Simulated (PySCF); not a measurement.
# C4H5FSSe: the cost of one run

Programs: PySCF 2.14.0, with routines of our own; each step states its level. All values are computed. Atoms count from 0.

### Step 1. The starting structure

12 atoms, charge 0, multiplicity 1; geometry from: GFN2-xTB.

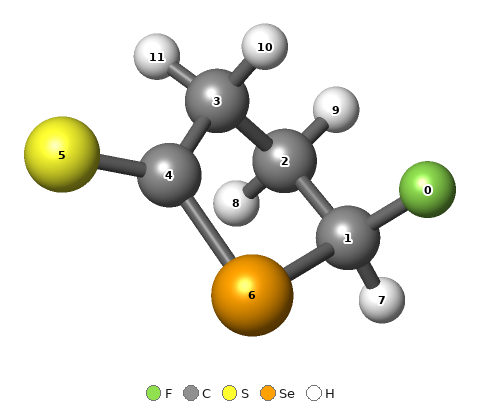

The starting geometry (fluorine green, carbon grey, sulfur yellow, selenium orange, hydrogen white).

### Step 2. Relaxing the molecule at PBE/6-31G*

The job: settings as JSON, then the geometry in Å.

```
{"job": {"xc": "PBE", "basis": "6-31G*", "grid": 1, "kind": "geom"}, "charge": 0, "multiplicity": 1}
F     -1.767678     0.734613    -1.141587
C     -1.313384    -0.355095    -0.454360
C     -0.559666     0.066597     0.794310
C      0.813683     0.566004     0.359608
C      1.385881    -0.386885    -0.646927
S      2.968884    -0.586746    -0.920485
Se     0.012456    -1.304324    -1.591791
H     -2.179305    -0.996741    -0.265432
H     -0.455105    -0.800416     1.449391
H     -1.120570     0.842333     1.317172
H      0.716248     1.543806    -0.125419
H      1.499755     0.676169     1.199494
```

The run is started by

```bash
> OMP_NUM_THREADS=1 python excited_run.py task.json out
```

One launch serves the whole session: the jobs run in the order shown.

Q: Estimate the wall time and peak memory of this first job on 1 thread of Arm Neoverse V2, shared host.

About 49 s, with a peak of 0.6 GiB.
